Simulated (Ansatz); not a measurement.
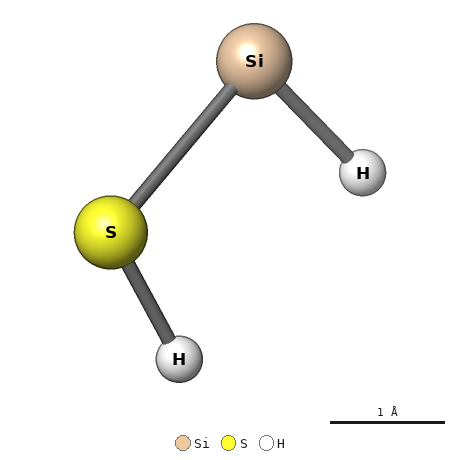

A ball-and-stick model of a molecule.

Count the atoms of each element.

H₂SSi, 4 atoms: 2 hydrogen, 1 sulfur and 1 silicon.

What is the point group of this geometry?

Cs.

Count the bonded pairs by element.

1 S–Si, 1 Si–H, 1 S–H. Sticks follow a distance rule.

The parts below concern this one geometry. Atoms keep their numbers from picture to picture. The computed structure is the end point of a PBE0-D4/def2-TZVP optimisation. No frequency run is at hand to confirm it as a minimum.

## Shape

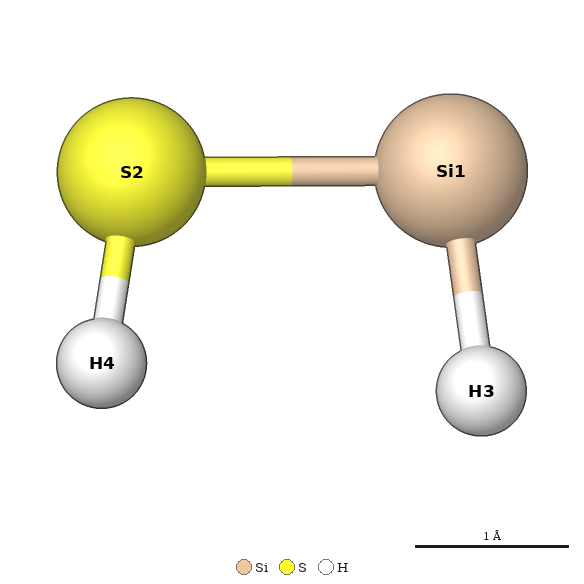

No frequency run is at hand to confirm it as a minimum.

How are the neighbours of atom 1 arranged?

Si1 has 2 neighbours (S2 at 2.13, H3 at 1.52 Å); the arrangement is bent.

What is the geometry at S2?

S2 has 2 neighbours (Si1 at 2.13, H4 at 1.34 Å); the arrangement is bent.

## Dipole moment

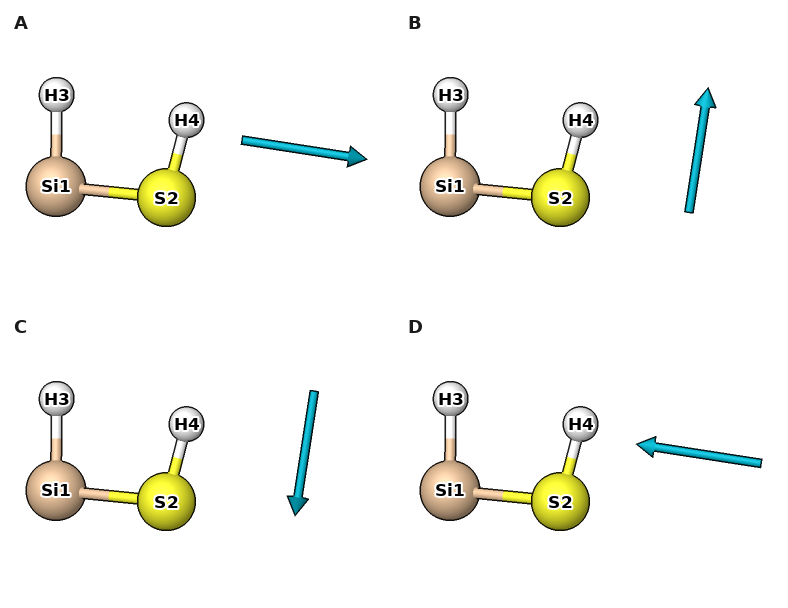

The same molecule four times, each with an arrow. No frequency run is at hand to confirm it as a minimum. Method: RKS PBE0-D4/def2-TZVP (Ansatz 0.2.0).

Which arrow points along the dipole moment, from the negative to the positive end?

B. The dipole moment is 1.17 D; it points from the side of Si1 to the side of H3, H4 (the outermost atoms at the two ends).

## Electronic properties

No frequency run is at hand to confirm it as a minimum. Properties computed with RKS PBE0-D4/def2-TZVPP (Ansatz 0.2.0).

Computed properties:

- HOMO energy (Kohn–Sham orbital): −6.98 eV
- LUMO energy (Kohn–Sham orbital): −2.53 eV
- HOMO–LUMO gap: 4.45 eV

## Charges

The questions are on Mulliken charges. No frequency run is at hand to confirm it as a minimum. Method: RKS PBE0-D4/def2-TZVP (Ansatz 0.2.0).

Which atom carries the highest charge (most positive or least negative)?

H4 (0.18 e).

And the lowest?

S2 (−0.26 e).

Give the Mulliken charges atom by atom.

```
atom  value (e)
 Si1       0.11
  S2      −0.26
  H3      −0.03
  H4       0.18
```

Mulliken values depend strongly on the basis set and can even reverse the polarity of a bond.
